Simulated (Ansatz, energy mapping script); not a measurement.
## LuNiO2 in the infinite layer structure: energy mapping under PBEsol+U (10.5 eV)

Wanted: the magnetic order of LuNiO2 in the infinite layer structure, its couplings and an estimate of its ordering temperature, by PBEsol+U (10.5 eV).

Method: PBEsol with U = 10.5 eV on Ni d, ortho-atomic projectors; plane waves, U on orthogonalised atomic orbitals unless named otherwise, collinear spin, no spin–orbit coupling, in Ansatz 0.2.0.

## Step 1: Starting point

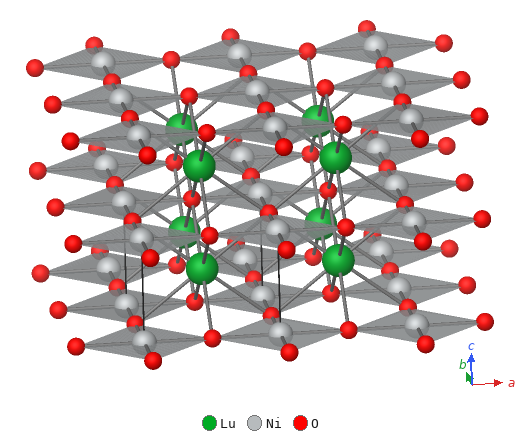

The starting structure, seen slightly off an axis (lutetium green, nickel light grey, oxygen red). 2×2×2 cells are drawn. Some periodic images of atoms are drawn too.

This cell was built for the study (infinite layer prototype, lattice guessed from radii), not taken from an experiment; the compound need not form in this structure.

The cell was relaxed beforehand in Ansatz under PBEsol with U = 6 eV on Ni d, ortho-atomic projectors, from parallel moments.

A Hubbard U penalises fractional filling of the shell. It raises the cost of virtual hops to the neighbours, so couplings that rest on such hops usually weaken.

## Step 2: One set of occupation matrices for all orders

A corrected shell can settle in several orbital fillings. One parallel run, with an occupation width a fifth wider than the orders use, therefore is to supply the occupation matrices. All orders start from them.

Contents of input.yaml:

```yaml
crystal:
  lattice:
    - [3.847404254, 0.0, 0.0]
    - [0.0, 3.847404254, 0.0]
    - [0.0, 0.0, 2.987573789]
  atoms:
    - { symbol: Lu, position: [0.5, 0.5, 0.5] }
    - { symbol: Ni, position: [0.0, 0.0, 0.0], spin: 2.0 }
    - { symbol: O, position: [0.5, 0.0, 0.0] }
    - { symbol: O, position: [0.0, 0.5, 0.0] }
magnetization:
  spin_polarized: true
kpoints:
  mp_grid: { grid: [8, 8, 11] }
hamiltonian:
  xc: pbesol
  hubbard:
    sites: [{ species: Ni, l: d, u_eff: 10.5 }]
    projectors: ortho-atomic
scf:
  occupations: { method: fermi_dirac, width: 0.06 }
output:
  eigenvalues: true
```

The run is started by

```console
> ansatz run input.yaml --threads 4 --pin off --max-ram 8192MiB --backend cpu --events-out ev --progress --plain --runs-dir out
```

Numbers of over 12 decimals in the logs are rounded to 6 here.

The log of the run:

```text
Engine: ansatz 0.2.0, aarch64-unknown-linux-gnu
Pseudopotentials: kind: paw
Pseudopotential: Lu, paw, valence charge 25, recommended cutoff 420 eV (normal), Lu.paw.azcp
Pseudopotential: Ni, paw, valence charge 18, recommended cutoff 420 eV (normal), Ni.paw.azcp
Pseudopotential: O, paw, valence charge 6, recommended cutoff 420 eV (normal), O.paw.azcp
Functional definition: PBEsol
  exchange = pbesol_x
  correlation = pbesol_c
Crystal: 4 atoms, lattice volume = 44.224 Å³
Basis set: ecut = 420 eV, 865 PW (Γ)
Bands: 35, of which v1, the nominal top of the filled ones, is band 28 counted from 1 (27 counted from 0)
Symmetry: 16 space group operations
Space group: P4/mmm (ITA 123), of the structure as read, at distance tolerance 3.5e-5 Å
Magnetic group: BNS 123.339 (UNI 999), of the structure as read, at distance tolerance 3.5e-5 Å
k-points: 90 of 704
Non-local potential: Lu, projectors of the file, l = 0: 3, l = 1: 2, l = 2: 2, l = 3: 3
Non-local potential: Ni, projectors of the file, l = 0: 3, l = 1: 2, l = 2: 3, l = 3: 1
Non-local potential: O, projectors of the file, l = 0: 2, l = 1: 2, l = 2: 1
PAW form: soft (Blöchl's): semilocal exchange-correlation on the pseudo side does not see the compensation charge
PAW frozen core: Lu, regenerated for the run's functional, and the local potential with it (the file was generated under x = pbe(κ = 0.804, μ = 0.219515), c = pbe(β = 0.066725))
PAW frozen core: Ni, regenerated for the run's functional, and the local potential with it (the file was generated under x = pbe(κ = 0.804, μ = 0.219515), c = pbe(β = 0.066725))
PAW frozen core: O, regenerated for the run's functional, and the local potential with it (the file was generated under x = pbe(κ = 0.804, μ = 0.219515), c = pbe(β = 0.066725))
PAW one-centre angular grid: Lu, 590 points (default); XC on 64 Gauss nodes
PAW one-centre angular grid: Ni, 590 points (default); XC on 64 Gauss nodes
PAW one-centre angular grid: O, 110 points (default); XC on 64 Gauss nodes
Initial density: superposition of atomic densities (chi_scale 0.1, normalization cell, long waves kept (reshape's long-wave potential 0.00 eV rms))
Starting moments: Σ|m| = 2 μB on 1 of 4 sites
Initial wavefunctions: pseudopotential atomic-orbital guess
Functional: x = pbesol(κ = 0.804, μ = 0.123457), c = pbesol(β = 0.046)
SCF iter   1: F=—  HF=-21538.176500 eV  |F-HF|=—  |Δ(HF+E_count)|=         —  Δρ=2.04e-1 (↑7.06e-2 ↓2.04e-1)  dr2=1.93e1  dr2_m=3.83e0  M=0.537 μB ∫|m|=0.696 μB  β_m=0.30  ethr=3.10e-3  ⟨swp⟩=5.5  Hψ=29080  notcnv=0  defer=1
preconditioner: auto → Kerker (q_TF=auto, 2.829 Å⁻¹)  [metal: Δε(μ)=0.045 eV  Ē_g=15.177 eV  σ=0.060 eV  W_gap=0.18  n_scr=18 (ndim 8)  ℏωp=37.5 eV  f_vac=0.000  D(μ)=0.83/eV (n_scr^D=4)]
[...]
SCF 2 converged in 15 iterations: F = -21538.533388 eV  dr2 = 2.04e-8
an SCF from ferromagnetic starting moments (0.00, 2.00, 0.00, 0.00 Bohr magnetons, atom by atom) closed no lower than the state that the run had reached (+0.00 meV in free energy), which stands; the SCF set out from the atoms and, under a Hubbard term, can stand on another filling of the shells than the run's state, so that by this SCF it is not known whether that order lies lower
Symmetry: 8 space group operations
k-points: 108 of 704
[...]
Starting moments: Σ|m| = 2 μB on 1 of 4 sites; this step starts from the density that it was given
[...]
spin=Collinear: Kerker preconditioning applied to the charge; magnetization (m = ρ↑ − ρ↓) channel mixes plain (no charge-response kernel on spin).
[...]
SCF 3 converged in 4 iterations: F = -21538.533388 eV  dr2 = 4.48e-10
an SCF along what the orbitals of the run's state read of its open shells (or to have them read: on a GPU, or by another smearing), with 8 of the crystal's symmetry operations given up (108 k-points in place of 90), reached no lower state that the run goes on to. This is no proof of a minimum
SCF converged after 30 iterations
Magnetization: 0.8943 μB (27.9472 up, 27.0528 down)
Absolute magnetization: 0.9947 μB (∫|ρ↑−ρ↓|, with the PAW one-centre terms)
Spin contamination: 0.0395 ħ² per cell (⟨S²⟩ above its minimum at these occupations)
Per-site moments (μB) at R_I (Å): [(-0.000575214, 1.004675), (0.871424, 0.793527), (-0.00662392, 0.793527), (-0.00662392, 0.793527)]
Free energy (F): -21538.533388 eV
Harris-Foulkes:  -21538.533388 eV  (|F-HF|=8.88e-9)
Internal energy: -21538.528239 eV  (E = F + TS)
E sigma→0 (E₀):  -21538.530813 eV
Entropy (-TS):   -0.005150 eV (-1.287 meV/atom)
Fermi energy:    16.945730 eV
--- Per-component energies (eV) ---
  E_band       = -178.029295
  E_kinetic    = 1054.614480
  E_local      = -10247.714037  (includes V_loc(G=0)·N_el)
  E_nonlocal   = 1334.445041
  E_hartree    = 4270.745386
  E_xc         = -446.664582
  E_vxc        = -553.947426  (∫ρ·V_xc dr)
  E_hubbard    = 1.898864  (on-site DFT+U / exact-exchange correction)
  E_vhub       = -42.524688  (the Hubbard potential's part of the band-sum identity)
  E_paw        = -9166.482760  (= ΣΔE_a)
  E_vpaw       = -264.393328  (= ΣTr[D̂ρ^β])
  E_aug_tail   = 0.005379  (compensation charges beyond the density's cutoff)
  E_ewald      = -8340.836043
  E_core_change = 1.460032  (= ΣΔE_core)
  E_smearing   = -0.005150  (= −TS)
  E_closure    = 0.000000  (closes the sum)
  Σ components = -21538.533388   (vs F -21538.533388, Δ=0.00e0)
--- Band table (eV; the first three rows and the last of 180) ---
  k-point 0 ↑: bands = [... 24 lower, 13.2738, 13.6232, 13.6232, 13.9939, 16.0215, 17.9694, 20.4031, 20.5215, ... 3 higher]
  k-point 1 ↑: bands = [... 24 lower, 13.0758, 13.5636, 13.5636, 13.6991, 16.4174, 18.2689, 20.5544, 20.7559, ... 3 higher]
  k-point 2 ↑: bands = [... 24 lower, 12.8210, 13.0304, 13.4338, 13.4338, 17.4865, 19.0198, 20.6470, 21.5912, ... 3 higher]
  k-point 89 ↓: bands = [... 24 lower, 14.4404, 14.4404, 14.7811, 16.3291, 20.1427, 20.1427, 21.6693, 21.8138, ... 3 higher]
Occupation matrices written to <dir>
```

It took 78 s on 4 threads of Arm Neoverse V2, shared host; peak memory 1.4 GiB; 5 min of CPU time.

The column dr2 measures how far the density is from self-consistency, as an energy; F and HF (Harris–Foulkes) agree once it is small.

Numbers from this step:

* final state: ferromagnetic
* electrons in the corrected shells: 8.823 e
* largest moment: 0.871 μB

## Step 3: Order 1: parallel, cell A of 8 atoms

Each cell gets its own parallel run on the same mesh, so that most of the mesh error cancels in the differences.

Contents of input.yaml:

```yaml
crystal:
  lattice:
    - [3.847404254, 0.0, 0.0]
    - [0.0, 3.847404254, 2.987573789]
    - [0.0, -3.847404254, 2.987573789]
  atoms:
    - { symbol: Lu, position: [0.5, 0.5, 0.0] }
    - { symbol: Lu, position: [0.5, 0.0, 0.5] }
    - { symbol: Ni, position: [0.0, 0.0, 0.0], spin: 2.0 }
    - { symbol: Ni, position: [0.0, 0.5, 0.5], spin: 2.0 }
    - { symbol: O, position: [0.5, 0.0, 0.0] }
    - { symbol: O, position: [0.5, 0.5, 0.5] }
    - { symbol: O, position: [0.0, 0.25, 0.75] }
    - { symbol: O, position: [0.0, 0.75, 0.25] }
magnetization:
  spin_polarized: true
kpoints:
  mp_grid: { grid: [8, 7, 7] }
hamiltonian:
  xc: pbesol
  hubbard:
    sites:
      - { species: Ni, l: d, u_eff: 10.5 }
      - { site: 2, l: d, u_eff: 10.5, starting_ns: [{ spin: up, occupation_matrix: ni2_major }, { spin: down, occupation_matrix: ni2_minor }] }
      - { site: 3, l: d, u_eff: 10.5, starting_ns: [{ spin: up, occupation_matrix: ni2_major }, { spin: down, occupation_matrix: ni2_minor }] }
    projectors: ortho-atomic
    occupation_matrices:
      ni2_major:
        matrix:
          - [0.942, 0.0, 0.0, 0.0, 0.0]
          - [0.0, 0.983, 0.0, 0.0, 0.0]
          - [0.0, 0.0, 0.983, 0.0, 0.0]
          - [0.0, 0.0, 0.0, 0.96, 0.0]
          - [0.0, 0.0, 0.0, 0.0, 0.988]
      ni2_minor:
        matrix:
          - [0.92, 0.0, 0.0, 0.0, 0.0]
          - [0.0, 0.979, 0.0, 0.0, 0.0]
          - [0.0, 0.0, 0.979, 0.0, 0.0]
          - [0.0, 0.0, 0.0, 0.105, 0.0]
          - [0.0, 0.0, 0.0, 0.0, 0.985]
scf:
  occupations: { method: fermi_dirac, width: 0.05 }
output:
  eigenvalues: true
```

The log of the run:

```text
[...]
Crystal: 8 atoms, lattice volume = 88.447 Å³
Basis set: ecut = 420 eV, 1729 PW (Γ)
Bands: 69, of which v1, the nominal top of the filled ones, is band 55 counted from 1 (54 counted from 0)
Symmetry: 16 space group operations
[...]
k-points: 80 of 392
[...]
Starting moments: Σ|m| = 4 μB on 2 of 8 sites
[...]
SCF iter   1: F=—  HF=-43082.460629 eV  |F-HF|=—  |Δ(HF+E_count)|=         —  Δρ=1.64e-1 (↑6.50e-2 ↓1.64e-1)  dr2=2.52e1  dr2_m=4.61e0  M=1.760 μB ∫|m|=1.915 μB  β_m=0.30  ethr=3.10e-3  ⟨swp⟩=5.6  Hψ=47992  notcnv=0  defer=22
[...]
SCF iter   6: F=—  HF=-43077.024336 eV  |F-HF|=—  |Δ(HF+E_count)|=   6.02e-2  Δρ=1.60e-2 (↑1.60e-2 ↓1.12e-2)  dr2=2.38e-2  dr2_m=1.42e-1  M=1.815 μB ∫|m|=2.014 μB  β_m=0.30  ethr=3.78e-5  ⟨swp⟩=2.3  Hψ=19550  notcnv=0  defer=1061
[...]
spin-set hold released at iteration 6 (site moments contracting): the magnetisation degrees of freedom join the quasi-Newton model from the next iteration; the mixer history was flushed
SCF iter   7: F=—  HF=-43077.044420 eV  |F-HF|=—  |Δ(HF+E_count)|=   2.01e-2  Δρ=1.15e-2 (↑1.15e-2 ↓8.10e-3)  dr2=1.45e-2  dr2_m=7.34e-2  M=1.814 μB ∫|m|=2.011 μB  β_m=0.65  ethr=2.16e-5  ⟨swp⟩=1.8  Hψ=13165  notcnv=0  defer=1061
[...]
SCF iter  16: F=-43077.063901 eV  HF=-43077.063901 eV  |F-HF|=3.51e-9  |Δ(HF+E_count)|=   1.16e-8  Δρ=2.02e-6 (↑1.31e-6 ↓2.02e-6)  dr2=6.20e-9  dr2_m=2.99e-10  M=1.809 μB ∫|m|=1.998 μB  ethr=3.46e-11  ⟨swp⟩=2.2  Hψ=41865  notcnv=0
SCF 1 converged in 16 iterations: F = -43077.063901 eV  dr2 = 6.20e-9
[...]
SCF converged after 16 iterations
an eigenvalue changed by more than its tolerance at an iteration that met the thresholds in force, so the SCF went on 1 time: the last check found none over its tolerance
Magnetization: 1.8094 μB (55.9047 up, 54.0953 down)
Absolute magnetization: 1.9884 μB (∫|ρ↑−ρ↓|, with the PAW one-centre terms)
[...]
Per-site moments (μB) at R_I (Å): [(-0.000872677, 1.004675), (-0.000872677, 1.004675), (0.875959, 0.793527), (0.875959, 0.793527), (-0.00361954, 0.793527), (-0.00361954, 0.793527), (-0.00352416, 0.793527), (-0.00352416, 0.793527)]
Free energy (F): -43077.063901 eV
[...]
Internal energy: -43077.057461 eV  (E = F + TS)
E sigma→0 (E₀):  -43077.060681 eV
Entropy (-TS):   -0.006440 eV (-0.805 meV/atom)
Fermi energy:    16.968882 eV
[...]
--- Specified on-site occupations, and those of the state reported ---
  electrons in the specified blocks: 17.6480 specified, 17.6487 found
  site 2 (l=d) ↑: largest change of an orbital's occupation 0.0031; electrons 4.8560 specified, 4.8585 found; spectral distance 0.0031
[...]
site 2 (l=d) ↓: largest change of an orbital's occupation 0.0007; electrons 3.9680 specified, 3.9659 found; spectral distance 0.0010
[...]
--- Band table (eV; the first three rows and the last of 160) ---
  k-point 0 ↑: bands = [... 51 lower, 13.4286, 13.6257, 13.6259, 13.9971, 15.2209, 16.0121, 17.9724, 20.1753, ... 10 higher]
  k-point 1 ↑: bands = [... 51 lower, 13.3904, 13.5729, 13.6061, 13.8358, 15.0740, 16.3466, 18.3062, 20.3832, ... 10 higher]
  k-point 2 ↑: bands = [... 51 lower, 13.3106, 13.5337, 13.5508, 13.6991, 14.7418, 17.2210, 19.0870, 20.4918, ... 10 higher]
  k-point 79 ↓: bands = [... 51 lower, 14.5627, 14.6373, 14.7713, 18.9469, 19.4079, 20.8089, 21.0651, 21.2516, ... 10 higher]
Occupation matrices written to <dir>
```

Run time: 28 s. Hardware: 4 threads; peak memory 1.1 GiB.

Spin moment in the sphere by atom:

| atom | spin moment in the sphere (μB) |
| --- | --- |
| Lu1 | -0.001 |
| Lu2 | -0.001 |
| Ni3 | 0.876 |
| Ni4 | 0.876 |
| O5 | -0.004 |
| O6 | -0.004 |
| O7 | -0.004 |
| O8 | -0.004 |

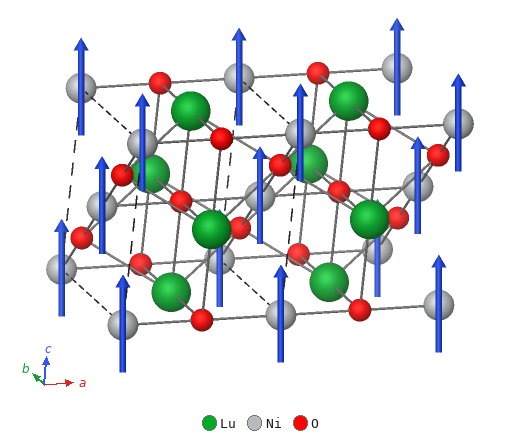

Spin moment in the sphere as arrows, the longest 0.876 μB. Up and down stand for the sign. Arrows give size and sign along the axis of quantisation, drawn up and down the page. 2×1×1 cells are drawn. Some periodic images of atoms are drawn too.

The run ends ferromagnetic.

## Step 4: Run 2 (compensated +−; cell A, 8 atoms)

This order reverses 2 of the 2 neighbours at 2.99 Å, 2 of the 4 neighbours at 3.85 Å and 4 of the 8 neighbours at 4.87 Å, counted for an average magnetic atom.

input.yaml, as its differences from that of step 3:

```diff
@@ -9,3 +9,3 @@
     - { symbol: Ni, position: [0.0, 0.0, 0.0], spin: 2.0 }
-    - { symbol: Ni, position: [0.0, 0.5, 0.5], spin: 2.0 }
+    - { symbol: Ni, position: [0.0, 0.5, 0.5], spin: -2.0 }
     - { symbol: O, position: [0.5, 0.0, 0.0] }
@@ -24,3 +24,3 @@
       - { site: 2, l: d, u_eff: 10.5, starting_ns: [{ spin: up, occupation_matrix: ni2_major }, { spin: down, occupation_matrix: ni2_minor }] }
-      - { site: 3, l: d, u_eff: 10.5, starting_ns: [{ spin: up, occupation_matrix: ni2_major }, { spin: down, occupation_matrix: ni2_minor }] }
+      - { site: 3, l: d, u_eff: 10.5, starting_ns: [{ spin: up, occupation_matrix: ni2_minor }, { spin: down, occupation_matrix: ni2_major }] }
     projectors: ortho-atomic
```

The log of the run:

```text
[...]
Crystal: 8 atoms, lattice volume = 88.447 Å³
Basis set: ecut = 420 eV, 1729 PW (Γ)
Bands: 69, of which v1, the nominal top of the filled ones, is band 55 counted from 1 (54 counted from 0)
Symmetry: 8 space group operations
[...]
k-points: 80 of 392
[...]
Starting moments: Σ|m| = 4 μB on 2 of 8 sites
Starting magnetic order: antiferromagnet; a translation exchanges its spin sublattices: spin-degenerate at every k-point
[...]
SCF iter   1: F=—  HF=-43082.338436 eV  |F-HF|=—  |Δ(HF+E_count)|=         —  Δρ=1.24e-1 (↑1.24e-1 ↓1.24e-1)  dr2=2.53e1  dr2_m=4.52e0  M=0.000 μB ∫|m|=1.913 μB  β_m=0.30  ethr=3.10e-3  ⟨swp⟩=5.2  Hψ=24106  notcnv=0  defer=20
[...]
SCF iter  18: F=-43076.982318 eV  HF=-43076.982318 eV  |F-HF|=1.81e-8  |Δ(HF+E_count)|=   4.26e-8  Δρ=2.82e-6 (↑2.82e-6 ↓2.82e-6)  dr2=1.79e-8  dr2_m=1.11e-9  M=0.000 μB ∫|m|=2.069 μB  ethr=9.09e-11  ⟨swp⟩=5.7  Hψ=21618  notcnv=0
SCF 1 converged in 18 iterations: F = -43076.982318 eV  dr2 = 1.79e-8
[...]
SCF converged after 18 iterations
Magnetization: 0.0000 μB (55.0000 up, 55.0000 down)
Absolute magnetization: 2.0614 μB (∫|ρ↑−ρ↓|, with the PAW one-centre terms)
[...]
Per-site moments (μB) at R_I (Å): [(-9.681586587116653e-18, 1.004675), (9.681586587116653e-18, 1.004675), (0.908715, 0.793527), (-0.908715, 0.793527), (0.019111, 0.793527), (-0.019111, 0.793527), (5.9536248553921e-17, 0.793527), (-5.590738743019435e-17, 0.793527)]
Free energy (F): -43076.982318 eV
[...]
Internal energy: -43076.975517 eV  (E = F + TS)
E sigma→0 (E₀):  -43076.978917 eV
Entropy (-TS):   -0.006801 eV (-0.850 meV/atom)
Fermi energy:    16.395072 eV
[...]
--- Specified on-site occupations, and those of the state reported ---
  electrons in the specified blocks: 17.6480 specified, 17.6696 found
[...]
--- Band table (eV; the first three rows and the last of 160) ---
  k-point 0 ↑: bands = [... 51 lower, 13.6739, 13.8259, 14.0371, 14.9036, 15.9948, 18.1002, 20.1903, 20.3329, ... 10 higher]
  k-point 1 ↑: bands = [... 51 lower, 13.6713, 13.7569, 13.9120, 14.7946, 16.3236, 18.4169, 20.3729, 20.4287, ... 10 higher]
  k-point 2 ↑: bands = [... 51 lower, 13.6412, 13.6649, 13.8474, 14.5452, 17.1890, 19.1606, 20.4804, 20.4829, ... 10 higher]
  k-point 79 ↓: bands = [... 51 lower, 14.4104, 14.5000, 14.5979, 16.4117, 18.8756, 19.4139, 20.7842, 21.0443, ... 10 higher]
Occupation matrices written to <dir>
```

Elapsed: 15 s, on 4 threads; peak memory 1 GiB.

Spin moment in the sphere by atom:

| atom | spin moment in the sphere (μB) |
| --- | --- |
| Lu1 | 0.000 |
| Lu2 | 0.000 |
| Ni3 | 0.909 |
| Ni4 | -0.909 |
| O5 | 0.019 |
| O6 | -0.019 |
| O7 | 0.000 |
| O8 | 0.000 |

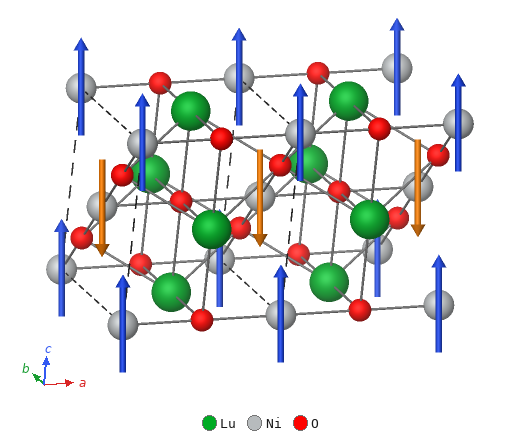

Spin moment in the sphere as arrows, the longest 0.909 μB. Up and down stand for the sign. Arrows give size and sign along the axis of quantisation, drawn up and down the page. The two directions have two colours. 2×1×1 cells are drawn. Some periodic images of atoms are drawn too.

The run ends antiferromagnetic, 40.88 meV a magnetic atom above the parallel order of its cell (energies taken at zero occupation width, not the printed F).

## Step 5: Parallel start in cell B (8 atoms)

The parallel order again, as the reference for this cell.

This run holds the same structure in another cell (a 3.847 → 2.988 Å, b 4.871 → 5.441 Å, c 4.871 → 5.441 Å, α 104.3 → 90.0°).

Contents of input.yaml:

```yaml
crystal:
  lattice:
    - [0.0, 0.0, -2.987573789]
    - [3.847404254, 3.847404254, 0.0]
    - [3.847404254, -3.847404254, 0.0]
  atoms:
    - { symbol: Lu, position: [0.5, 0.5, 0.0] }
    - { symbol: Lu, position: [0.5, 0.0, 0.5] }
    - { symbol: Ni, position: [0.0, 0.0, 0.0], spin: 2.0 }
    - { symbol: Ni, position: [0.0, 0.5, 0.5], spin: 2.0 }
    - { symbol: O, position: [0.0, 0.25, 0.25] }
    - { symbol: O, position: [0.0, 0.75, 0.75] }
    - { symbol: O, position: [0.0, 0.25, 0.75] }
    - { symbol: O, position: [0.0, 0.75, 0.25] }
magnetization:
  spin_polarized: true
kpoints:
  mp_grid: { grid: [11, 6, 6] }
hamiltonian:
  xc: pbesol
  hubbard:
    sites:
      - { species: Ni, l: d, u_eff: 10.5 }
      - { site: 2, l: d, u_eff: 10.5, starting_ns: [{ spin: up, occupation_matrix: ni2_major }, { spin: down, occupation_matrix: ni2_minor }] }
      - { site: 3, l: d, u_eff: 10.5, starting_ns: [{ spin: up, occupation_matrix: ni2_major }, { spin: down, occupation_matrix: ni2_minor }] }
    projectors: ortho-atomic
    occupation_matrices:
      ni2_major:
        matrix:
          - [0.942, 0.0, 0.0, 0.0, 0.0]
          - [0.0, 0.983, 0.0, 0.0, 0.0]
          - [0.0, 0.0, 0.983, 0.0, 0.0]
          - [0.0, 0.0, 0.0, 0.96, 0.0]
          - [0.0, 0.0, 0.0, 0.0, 0.988]
      ni2_minor:
        matrix:
          - [0.92, 0.0, 0.0, 0.0, 0.0]
          - [0.0, 0.979, 0.0, 0.0, 0.0]
          - [0.0, 0.0, 0.979, 0.0, 0.0]
          - [0.0, 0.0, 0.0, 0.105, 0.0]
          - [0.0, 0.0, 0.0, 0.0, 0.985]
scf:
  occupations: { method: fermi_dirac, width: 0.05 }
output:
  eigenvalues: true
```

The log of the run:

```text
[...]
Crystal: 8 atoms, lattice volume = 88.447 Å³
Basis set: ecut = 420 eV, 1717 PW (Γ)
Bands: 69, of which v1, the nominal top of the filled ones, is band 55 counted from 1 (54 counted from 0)
Symmetry: 32 space group operations
[...]
k-points: 60 of 396
[...]
Starting moments: Σ|m| = 4 μB on 2 of 8 sites
[...]
k-point 1 ↑: bands = [... 51 lower, 13.8724, 14.0195, 14.2012, 14.2650, 16.2583, 17.2409, 18.3790, 18.7921, ... 10 higher]
  k-point 2 ↑: bands = [... 51 lower, 13.9921, 14.0813, 14.2210, 14.5792, 16.4770, 16.8067, 18.2077, 19.2860, ... 10 higher]
  k-point 59 ↓: bands = [... 51 lower, 13.8971, 14.6691, 14.6691, 20.1886, 20.1886, 20.4693, 20.4693, 20.8990, ... 10 higher]
Occupation matrices written to <dir>
[key lines of the parts left out:]
SCF converged after 15 iterations
Magnetization: 1.7959 μB (55.8979 up, 54.1021 down)
Free energy (F): -43077.065684 eV
Fermi energy:    16.920183 eV
```

Wall time 19 s (4 threads); peak memory 0.92 GiB; 75 s of CPU time.

The run ends ferromagnetic. For each magnetic atom its energy differs from the parallel run of the first cell by -0.76 meV, an error that one common reference would have brought in.

(Continued in part 2 of 2.)

[Logs and program files are shortened in this print: banners, set-up blocks, solver, clock and traceback lines can be left out without a mark of their own.]

[Logs are printed without paths, hosts, clocks, repeated set-up lines and the standing remarks that a program may print on its own settings, such as how far it seeks lower states.]

[Hosts, paths, dates, database ids (printed as entryN), source tags and the programs' standing remarks are cut or masked in the printed files.]

[Where a cell is said to come from a database of computed structures, the database is the Materials Project.]
